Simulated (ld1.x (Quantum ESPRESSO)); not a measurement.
**Pseudopotential generation for Tb (part 2 of 2)**

Continued. System: terbium (Tb, Z = 65), core [Kr] 4d10 4f8, reference valence 5s2 5p6 5d1 6s0 6p0 (an ion of charge +2), valence charge 11. Method: ultrasoft potential, Wu–Cohen, fully relativistic, made with ld1.x (Quantum ESPRESSO) 7.5.

### Log, continued
```
     ------------------------ End of All-electron run ------------------------

     Computing logarithmic derivative in   3.74111
       Zero norm: self consistency problem; state:  1 (l=  0, j=0.5)
       Zero norm: self consistency problem; state:  3 (l=  1, j=1.5)

       Warning: n=3, l=2 expected 0 nodes, found 2
       Setting wfc to zero for this iteration
       (This warning will only be printed once per wavefunction)

       Zero norm: self consistency problem; state:  4 (l=  2, j=1.5)
       Zero norm: self consistency problem; state:  1 (l=  0, j=0.5)
       Zero norm: self consistency problem; state:  3 (l=  1, j=1.5)
       Zero norm: self consistency problem; state:  2 (l=  1, j=0.5)
       Zero norm: self consistency problem; state:  4 (l=  2, j=1.5)
       Zero norm: self consistency problem; state:  5 (l=  2, j=2.5)
       Zero norm: self consistency problem; state:  2 (l=  1, j=0.5)
       Zero norm: self consistency problem; state:  3 (l=  1, j=1.5)
       Zero norm: self consistency problem; state:  4 (l=  2, j=1.5)
       Zero norm: self consistency problem; state:  5 (l=  2, j=2.5)
       Zero norm: self consistency problem; state:  2 (l=  1, j=0.5)
       Zero norm: self consistency problem; state:  3 (l=  1, j=1.5)
       Zero norm: self consistency problem; state:  5 (l=  2, j=2.5)
       Zero norm: self consistency problem; state:  1 (l=  0, j=0.5)
       Zero norm: self consistency problem; state:  2 (l=  1, j=0.5)
       Zero norm: self consistency problem; state:  3 (l=  1, j=1.5)
       Zero norm: self consistency problem; state:  4 (l=  2, j=1.5)
       Zero norm: self consistency problem; state:  5 (l=  2, j=2.5)
       Zero norm: self consistency problem; state:  1 (l=  0, j=0.5)
       Zero norm: self consistency problem; state:  3 (l=  1, j=1.5)
       Zero norm: self consistency problem; state:  4 (l=  2, j=1.5)
       Zero norm: self consistency problem; state:  1 (l=  0, j=0.5)
       Zero norm: self consistency problem; state:  2 (l=  1, j=0.5)
       Zero norm: self consistency problem; state:  3 (l=  1, j=1.5)
       Zero norm: self consistency problem; state:  1 (l=  0, j=0.5)
       Zero norm: self consistency problem; state:  2 (l=  1, j=0.5)
       Zero norm: self consistency problem; state:  3 (l=  1, j=1.5)
       Zero norm: self consistency problem; state:  4 (l=  2, j=1.5)
       Zero norm: self consistency problem; state:  5 (l=  2, j=2.5)
       Zero norm: self consistency problem; state:  1 (l=  0, j=0.5)
       Zero norm: self consistency problem; state:  2 (l=  1, j=0.5)
       Zero norm: self consistency problem; state:  3 (l=  1, j=1.5)
       Zero norm: self consistency problem; state:  4 (l=  2, j=1.5)
       Zero norm: self consistency problem; state:  5 (l=  2, j=2.5)
       Zero norm: self consistency problem; state:  1 (l=  0, j=0.5)
       Zero norm: self consistency problem; state:  2 (l=  1, j=0.5)
       Zero norm: self consistency problem; state:  3 (l=  1, j=1.5)
       Zero norm: self consistency problem; state:  4 (l=  2, j=1.5)
       Zero norm: self consistency problem; state:  5 (l=  2, j=2.5)
       Zero norm: self consistency problem; state:  1 (l=  0, j=0.5)
       Zero norm: self consistency problem; state:  2 (l=  1, j=0.5)
       Zero norm: self consistency problem; state:  3 (l=  1, j=1.5)
       Zero norm: self consistency problem; state:  4 (l=  2, j=1.5)
       Zero norm: self consistency problem; state:  5 (l=  2, j=2.5)
       Zero norm: self consistency problem; state:  1 (l=  0, j=0.5)
       Zero norm: self consistency problem; state:  2 (l=  1, j=0.5)
       Zero norm: self consistency problem; state:  3 (l=  1, j=1.5)
       Zero norm: self consistency problem; state:  4 (l=  2, j=1.5)
       Zero norm: self consistency problem; state:  5 (l=  2, j=2.5)
       Zero norm: self consistency problem; state:  1 (l=  0, j=0.5)
       Zero norm: self consistency problem; state:  2 (l=  1, j=0.5)
       Zero norm: self consistency problem; state:  3 (l=  1, j=1.5)
       Zero norm: self consistency problem; state:  4 (l=  2, j=1.5)
       Zero norm: self consistency problem; state:  5 (l=  2, j=2.5)
       Zero norm: self consistency problem; state:  1 (l=  0, j=0.5)
       Zero norm: self consistency problem; state:  2 (l=  1, j=0.5)
       Zero norm: self consistency problem; state:  3 (l=  1, j=1.5)
       Zero norm: self consistency problem; state:  4 (l=  2, j=1.5)
       Zero norm: self consistency problem; state:  5 (l=  2, j=2.5)
       Zero norm: self consistency problem; state:  1 (l=  0, j=0.5)
       Zero norm: self consistency problem; state:  2 (l=  1, j=0.5)
       Zero norm: self consistency problem; state:  3 (l=  1, j=1.5)
       Zero norm: self consistency problem; state:  4 (l=  2, j=1.5)
       Zero norm: self consistency problem; state:  5 (l=  2, j=2.5)
       Zero norm: self consistency problem; state:  1 (l=  0, j=0.5)
       Zero norm: self consistency problem; state:  2 (l=  1, j=0.5)
       Zero norm: self consistency problem; state:  3 (l=  1, j=1.5)
       Zero norm: self consistency problem; state:  4 (l=  2, j=1.5)
       Zero norm: self consistency problem; state:  5 (l=  2, j=2.5)
       Zero norm: self consistency problem; state:  1 (l=  0, j=0.5)
       Zero norm: self consistency problem; state:  2 (l=  1, j=0.5)
       Zero norm: self consistency problem; state:  3 (l=  1, j=1.5)
       Zero norm: self consistency problem; state:  4 (l=  2, j=1.5)
       Zero norm: self consistency problem; state:  5 (l=  2, j=2.5)
       Zero norm: self consistency problem; state:  1 (l=  0, j=0.5)
       Zero norm: self consistency problem; state:  2 (l=  1, j=0.5)
       Zero norm: self consistency problem; state:  3 (l=  1, j=1.5)
       Zero norm: self consistency problem; state:  4 (l=  2, j=1.5)
       Zero norm: self consistency problem; state:  5 (l=  2, j=2.5)
       Zero norm: self consistency problem; state:  1 (l=  0, j=0.5)
       Zero norm: self consistency problem; state:  2 (l=  1, j=0.5)
       Zero norm: self consistency problem; state:  3 (l=  1, j=1.5)
       Zero norm: self consistency problem; state:  4 (l=  2, j=1.5)
       Zero norm: self consistency problem; state:  5 (l=  2, j=2.5)
       Zero norm: self consistency problem; state:  1 (l=  0, j=0.5)
       Zero norm: self consistency problem; state:  2 (l=  1, j=0.5)
       Zero norm: self consistency problem; state:  3 (l=  1, j=1.5)
       Zero norm: self consistency problem; state:  4 (l=  2, j=1.5)
       Zero norm: self consistency problem; state:  5 (l=  2, j=2.5)
       Zero norm: self consistency problem; state:  1 (l=  0, j=0.5)
       Zero norm: self consistency problem; state:  2 (l=  1, j=0.5)
       Zero norm: self consistency problem; state:  3 (l=  1, j=1.5)
       Zero norm: self consistency problem; state:  4 (l=  2, j=1.5)
       Zero norm: self consistency problem; state:  5 (l=  2, j=2.5)
       Zero norm: self consistency problem; state:  1 (l=  0, j=0.5)
       Zero norm: self consistency problem; state:  2 (l=  1, j=0.5)
       Zero norm: self consistency problem; state:  3 (l=  1, j=1.5)
       Zero norm: self consistency problem; state:  4 (l=  2, j=1.5)
       Zero norm: self consistency problem; state:  5 (l=  2, j=2.5)
       Zero norm: self consistency problem; state:  1 (l=  0, j=0.5)
       Zero norm: self consistency problem; state:  2 (l=  1, j=0.5)
       Zero norm: self consistency problem; state:  3 (l=  1, j=1.5)
       Zero norm: self consistency problem; state:  4 (l=  2, j=1.5)
       Zero norm: self consistency problem; state:  5 (l=  2, j=2.5)
       Zero norm: self consistency problem; state:  1 (l=  0, j=0.5)
       Zero norm: self consistency problem; state:  2 (l=  1, j=0.5)
       Zero norm: self consistency problem; state:  3 (l=  1, j=1.5)
       Zero norm: self consistency problem; state:  4 (l=  2, j=1.5)
       Zero norm: self consistency problem; state:  5 (l=  2, j=2.5)
       Zero norm: self consistency problem; state:  1 (l=  0, j=0.5)
       Zero norm: self consistency problem; state:  2 (l=  1, j=0.5)
       Zero norm: self consistency problem; state:  3 (l=  1, j=1.5)
       Zero norm: self consistency problem; state:  4 (l=  2, j=1.5)
       Zero norm: self consistency problem; state:  5 (l=  2, j=2.5)

 %%%%%%%%%%%%%%%%%%%%%%%%%%%%%%%%%%%%%%%%%%%%%%%%%%%%%%%%%%%%%%%%%%%%%%%%%%%%%%
     Error in routine run_pseudo (1):
     Errors in PS-KS equation
 %%%%%%%%%%%%%%%%%%%%%%%%%%%%%%%%%%%%%%%%%%%%%%%%%%%%%%%%%%%%%%%%%%%%%%%%%%%%%%

     stopping ...
```

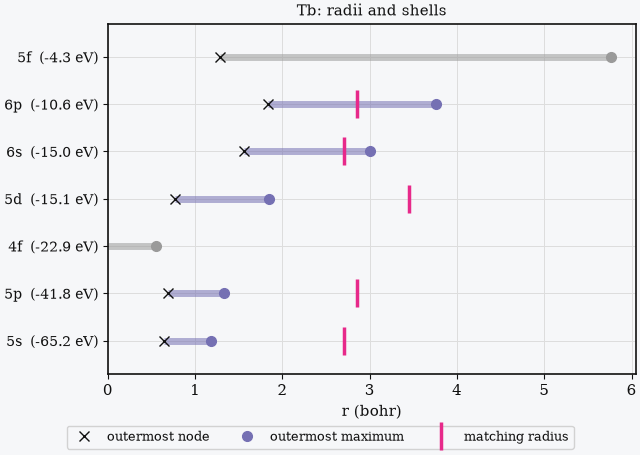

Fig. 1: Outer shells of the all-electron reference atom: each bar runs from the outermost node (or the nucleus) to the outermost maximum of u(r); the tick is the radius chosen for the pseudo-wave. Shells without a tick have no pseudo-wave of their own. Levels, nodes and maxima are from ld1.x, scalar-relativistic.

- Radii against the shells: 5s: 2.70 bohr, outside the maximum; 5p: 2.85 bohr, outside the maximum; 5d: 3.45 bohr, outside the maximum; 6s: 2.70 bohr, between node and maximum; 6p: 2.85 bohr, between node and maximum.

### What the run reported

| quantity | value |
| --- | --- |
| outcome | ended with an error |
| hardware | 1 CPU thread, shared host |
| wall time | 1.3 s |

### What went wrong

The generator stopped with the message “run_pseudo: Errors in PS-KS equation”. In words: the pseudo-atom solver did not find the valence states with the expected number of nodes, which is the usual sign of a ghost state. The open f shell is frozen into the core, so the potential fits one valence alone and carries no f magnetism.
